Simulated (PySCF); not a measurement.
# RuCl₃⁺: relaxation and vibrations of the triplet

Where does triplet RuCl₃⁺ go from a T-shaped start, is the end point a minimum, and what are its modes, charges and moments?

The runs use PySCF 2.14.0; PBE0, basis Ru def2-TZVP with ECP28, Cl def2-TZVP, scalar-relativistic core potentials, no spin–orbit coupling, density fitting.

### Step 1. The starting structure

4 atoms, charge 1, spin multiplicity 3.

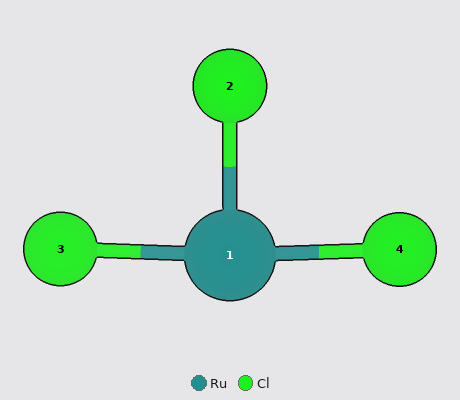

The starting geometry (ruthenium teal, chlorine green); atoms are numbered from 1 in the order of the file.

Z-matrix (Å, degrees; charge 1 multiplicity 3):
```
Ru
Cl 1 2.1952
Cl 1 2.1952 2 88.00
Cl 1 2.1952 2 88.00 3 180.00
```

### Step 2. First SCF at the start

The steps below are one call of a driver around PySCF. For each, scf.py gives the equivalent set-up of the SCF; relaxations use the driver's own optimiser. After this first run the driver tries any further starts and a stability analysis.

Contents of scf.py:

```python
from pyscf import gto, scf, dft
mol = gto.M(atom='''
Ru     0.000000     0.000000     0.000000
Cl     0.000000     0.000000     2.195200
Cl     2.193900     0.000000     0.076600
Cl    -2.193900     0.000000     0.076600''',
    basis={'Ru': 'def2-TZVP', 'Cl': 'def2-TZVP'},
    ecp={'Ru': 'def2-TZVP'},
    charge=1, spin=2)
mf = dft.UKS(mol, xc='PBE0')
mf.grids.atom_grid = (50, 194)
aux = {'Ru': 'def2-universal-JKFIT', 'Cl': 'def2-universal-JKFIT'}
mf = mf.density_fit(auxbasis=aux)
mf.conv_tol = 1e-08
mf.diis_space = 10
mf.max_cycle = 60
mf.init_guess = 'minao'
mf.verbose = 4
mf.kernel()
```

Started as:

```bash
OMP_NUM_THREADS=4 python axn.py task.json out
```

The log of the run:

```text
init E= -1467.37284777459
[... the frontier-level lines of each cycle are left out ...]
cycle= 1 E= -1473.98802263308  delta_E= -6.62  |g|= 1.36  |ddm|= 3.19
cycle= 2 E= -1465.80842637732  delta_E= 8.18  |g|= 3.17  |ddm|= 6.04
cycle= 3 E= -1474.28298548128  delta_E= -8.47  |g|= 1.01  |ddm|= 6.02
cycle= 4 E= -1474.64050939317  delta_E= -0.358  |g|= 0.462  |ddm|= 0.724
cycle= 5 E= -1474.7387187803  delta_E= -0.0982  |g|= 0.187  |ddm|= 0.576
cycle= 6 E= -1474.75869246329  delta_E= -0.02  |g|= 0.0533  |ddm|= 0.195
cycle= 7 E= -1474.76062330763  delta_E= -0.00193  |g|= 0.0294  |ddm|= 0.0591
cycle= 8 E= -1474.76160208078  delta_E= -0.000979  |g|= 0.0279  |ddm|= 0.0484
cycle= 9 E= -1474.76255010128  delta_E= -0.000948  |g|= 0.0175  |ddm|= 0.0552
cycle= 10 E= -1474.76309935229  delta_E= -0.000549  |g|= 0.00609  |ddm|= 0.0568
cycle= 11 E= -1474.76317728699  delta_E= -7.79e-05  |g|= 0.00472  |ddm|= 0.0142
cycle= 12 E= -1474.76325677696  delta_E= -7.95e-05  |g|= 0.00147  |ddm|= 0.0218
cycle= 13 E= -1474.76327211736  delta_E= -1.53e-05  |g|= 0.000881  |ddm|= 0.012
cycle= 14 E= -1474.76327337955  delta_E= -1.26e-06  |g|= 0.000355  |ddm|= 0.00308
cycle= 15 E= -1474.7632737401  delta_E= -3.61e-07  |g|= 0.00019  |ddm|= 0.00192
cycle= 16 E= -1474.76327378605  delta_E= -4.6e-08  |g|= 3.64e-05  |ddm|= 0.000558
cycle= 17 E= -1474.76327378919  delta_E= -3.13e-09  |g|= 4.06e-05  |ddm|= 0.000148
Extra cycle  E= -1474.76327377989  delta_E= 9.3e-09  |g|= 0.000157  |ddm|= 0.000137
converged SCF energy = -1474.76327377989  <S^2> = 2.0975904  2S+1 = 3.0643697
```

This step, with its further starts and checks, needed 41 s of wall time on 4 threads of Intel Xeon Platinum 8488C (Sapphire Rapids), shared host.

Energies from each starting density:

```csv
start,energy (Eh)
the minimal-basis guess,-1474.763274
a thermally smeared density,-1474.755118
a smeared PBE density,-1474.763274
```

This is not the lowest solution: one lies 12.5 kJ/mol lower, at -1474.76805 Eh, and the relaxation starts from that.

### Step 3. Relaxing the triplet from the T-shaped start

The program finds C2v symmetry in the start, which this walk keeps. The walk stops when the largest gradient is under 0.0003 Eh/bohr and the energy has settled too.

scf.py, as its differences from that of step 2:

```diff
@@ -3,4 +3,4 @@
-Ru     0.000000     0.000000     0.000000
-Cl     0.000000     0.000000     2.195200
-Cl     2.193900     0.000000     0.076600
-Cl    -2.193900     0.000000     0.076600''',
+Ru     0.000000     0.000000    -0.397082
+Cl     0.000000     0.000000     1.798118
+Cl     2.193900     0.000000    -0.320482
+Cl    -2.193900     0.000000    -0.320482''',
@@ -17 +16,0 @@
-mf.init_guess = 'minao'
```

Steps of the walk:

```
step   energy (Eh)  change (kJ/mol)  largest symmetric gradient (Eh/bohr)
   0  -1474.768046             0.00                               0.04398
   1  -1474.777243           -24.15                               0.02750
   2  -1474.785147           -44.90                               0.01713
   3  -1474.786571           -48.64                               0.00562
   4  -1474.786850           -49.37                               0.00077
   5  -1474.786861           -49.40                               0.00023
   6  -1474.786861           -49.40                               0.00007
```

The walk took 31 s.

Positions (Å) and forces (eV/Å) along the way:

```
step 0
Ru   0.000   0.000  -0.397  -0.001   0.000   2.261
Cl   0.000   0.000   1.798   0.000   0.000  -0.731
Cl   2.194   0.000  -0.320  -0.697  -0.001  -0.765
Cl  -2.194   0.000  -0.320   0.697   0.001  -0.765
step 1
Ru   0.000   0.000  -0.312   0.000   0.000   1.414
Cl   0.000   0.000   1.836   0.000   0.000  -0.213
Cl   2.164   0.000  -0.382  -0.248   0.000  -0.600
Cl  -2.164   0.000  -0.382   0.248   0.001  -0.600
step 3
Ru   0.000   0.000  -0.122   0.000  -0.002  -0.183
Cl   0.000   0.000   1.982   0.000   0.000   0.289
Cl   2.110   0.000  -0.550  -0.141   0.001  -0.053
Cl  -2.110   0.000  -0.550   0.141   0.002  -0.053
step 6
Ru   0.000   0.000  -0.095  -0.001  -0.003   0.003
Cl   0.000   0.000   2.022   0.000   0.000  -0.004
Cl   2.089   0.000  -0.583  -0.001   0.001   0.000
Cl  -2.089   0.000  -0.583   0.001   0.002   0.000
```

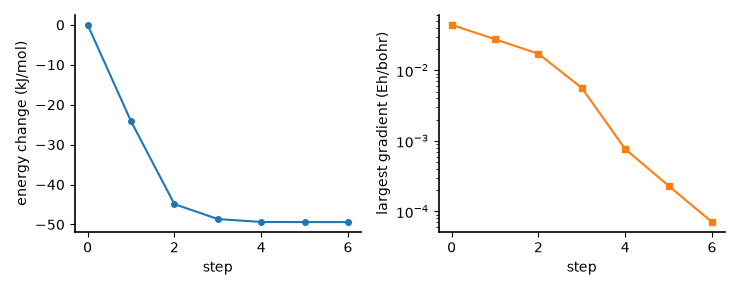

How energy and gradient fall.

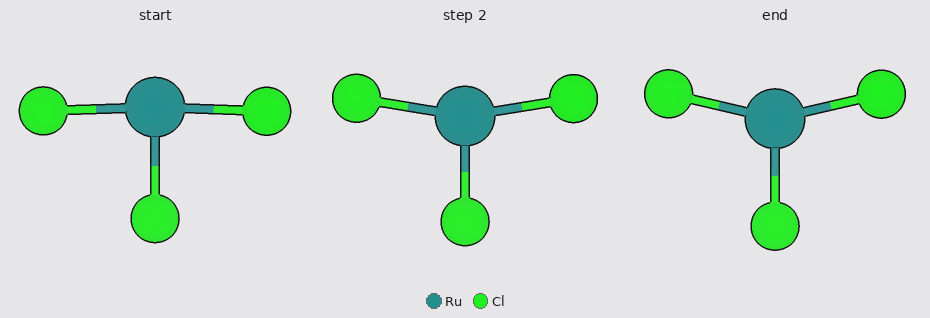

The geometry along the walk, at one scale.

End point (C2v, 6 steps, 49.4 kJ/mol gained): Ru–Cl 2.117 Å, Ru–Cl 2.145 Å (×2); Cl–Ru–Cl 103.1° (×2), Cl–Ru–Cl 153.7°.

### Step 4. Is it a minimum? Harmonic modes

On the finer grid the gradient is checked again; gradients at displacements of ±0.02 bohr then give force constants and infrared intensities.

scf.py, as its differences from that of step 3:

```diff
@@ -3,4 +3,4 @@
-Ru     0.000000     0.000000    -0.397082
-Cl     0.000000     0.000000     1.798118
-Cl     2.193900     0.000000    -0.320482
-Cl    -2.193900     0.000000    -0.320482''',
+Ru     0.000000     0.000000    -0.194266
+Cl     0.000000     0.000000     1.922331
+Cl     2.089506     0.000000    -0.679281
+Cl    -2.089506     0.000000    -0.679281''',
@@ -11 +11 @@
-mf.grids.atom_grid = (50, 194)
+mf.grids.atom_grid = (75, 302)
@@ -14 +14 @@
-mf.conv_tol = 1e-08
+mf.conv_tol = 1e-10
```

This SCF starts from the last density.

Log of the central SCF (cycles and frontier levels):

```text
init E= -1474.7868758362
[... the frontier-level lines of each cycle are left out ...]
cycle= 1 E= -1474.7868758362  delta_E= 6.82e-13  |g|= 5.21e-06  |ddm|= 7.45e-06
Extra cycle  E= -1474.78687583604  delta_E= 1.64e-10  |g|= 2.08e-05  |ddm|= 1.57e-05
converged SCF energy = -1474.78687583604  <S^2> = 2.7084765  2S+1 = 3.4400445
```

The whole step took 2.2 min.

Geometry: C2v; Ru–Cl 2.117 Å, Ru–Cl 2.145 Å (×2); Cl–Ru–Cl 103.1° (×2), Cl–Ru–Cl 153.9°.

Harmonic modes (main isotopes):

| ω (cm⁻¹) | IR (km/mol) | μ (u) |
| --- | --- | --- |
| 86 | 2.4 | 50.91 |
| 119 | 0.0 | 37.55 |
| 124 | 0.5 | 40.94 |
| 402 | 5.3 | 35.30 |
| 476 | 24.8 | 42.55 |
| 490 | 82.9 | 47.50 |

μ is the mass of the mode for normalised Cartesian displacements, not the reduced mass of the usual diatomic formula.

No imaginary mode, so this is a minimum.

The SCF density has lower symmetry than the nuclear frame, so the modes carry no labels.

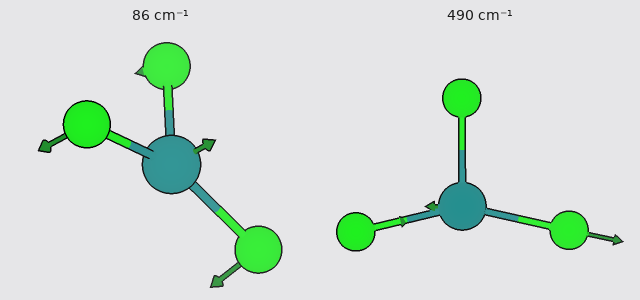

Displacements of 2 of the modes, as arrows (one member where a mode is degenerate).

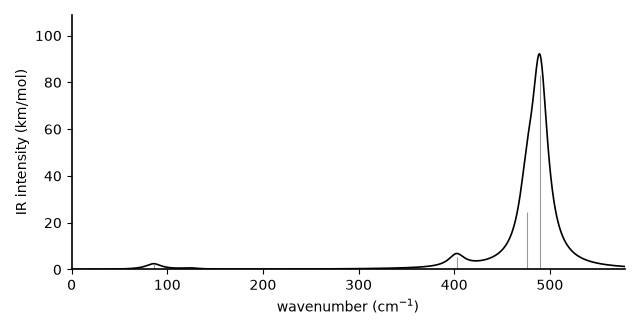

The harmonic infrared spectrum (widths in cm⁻¹). Lines are broadened to a width of 20 cm⁻¹ (Lorentzian).

Properties at this point:

| Quantity | Value |
| --- | --- |
| Dipole moment about the centre of mass | 0.43 D |
| Highest occupied level | -13.87 eV |
| Lowest empty level | -11.75 eV |
| Rotational constants | 0.102, 0.05521, 0.03581 cm⁻¹ |
| Zero-point energy | 10.1 kJ/mol |
| Principal polarisabilities | 40.2, 79.2, 116.0 bohr³ |
| Principal traceless quadrupole moments about the centre of mass | -7.46, 2.15, 5.31 D Å |
| Entropy at 298.15 K and 1 bar (electronic part: spin only) | 349.2 J/(mol K) |
| Heat capacity Cp at 298.15 K | 74.5 J/(mol K) |
| Enthalpy at 298.15 K above 0 K | 17.62 kJ/mol |
| Rotational symmetry number | 2 |
| Spin squared ⟨S²⟩ | 2.708 |

Populations by atom (charges in e):

```json
{"atom": "Ru1", "Mulliken": "1.04", "Löwdin": "-0.07", "polar tensor": "1.56", "spin (Mulliken)": "1.51", "Mayer order to Ru1": "–"}
{"atom": "Cl2", "Mulliken": "0.02", "Löwdin": "0.40", "polar tensor": "-0.11", "spin (Mulliken)": "0.42", "Mayer order to Ru1": "1.43"}
{"atom": "Cl3,4", "Mulliken": "-0.03", "Löwdin": "0.34", "polar tensor": "-0.23", "spin (Mulliken)": "0.03", "Mayer order to Ru1": "1.33"}
```

Outer orbital energies (eV). α occupied: -17.56, -16.59, -16.14, -15.87, -15.41, -15.16, -14.83, -13.87; empty: -11.75, -10.18, -4.89, -4.70. β occupied: -17.78, -17.29, -16.39, -16.21, -15.90, -15.75, -14.98, -14.45; empty: -11.05, -11.05, -10.54, -9.66.

Mulliken populations on Ru1 (outside its core potential): s 2.44, p 6.29, d 6.22, f 0.01.

### Step 5. What came out

| quantity | value |
| --- | --- |
| minimum | broken-symmetry (Ms = 1), C2v |
| geometry | Ru–Cl 2.117 Å, Ru–Cl 2.145 Å (×2); Cl–Ru–Cl 103.1° (×2), Cl–Ru–Cl 153.9° |
| wavenumbers (cm⁻¹) | 86, 119, 124, 402, 476, 490 |
| dipole moment (centre of mass) | 0.43 D |
| highest occupied, lowest empty level (either spin) | -13.87, -11.75 eV |
| polar-tensor charge of Ru1 | +1.56 e |
| zero-point energy | 10.1 kJ/mol |
| entropy at 298.15 K | 349.2 J/(mol K) |
| ⟨S²⟩ | 2.708 |

The molecule stays C2v, as typed, and the end point is a minimum. The determinant is spin-contaminated (⟨S²⟩ = 2.71 against 2.00), so it is no pure spin state. In the infrared the band at 490 cm⁻¹ (stretch) leads. The first SCF alone would have been 13 kJ/mol too high. Only this shape and spin were tried, so other structures or states may lie lower. The SCF density has lower symmetry than the nuclear frame. Open d and f shells are described by one determinant, and the ground state may have another occupation or spin.

The search up to here took 3.4 min.
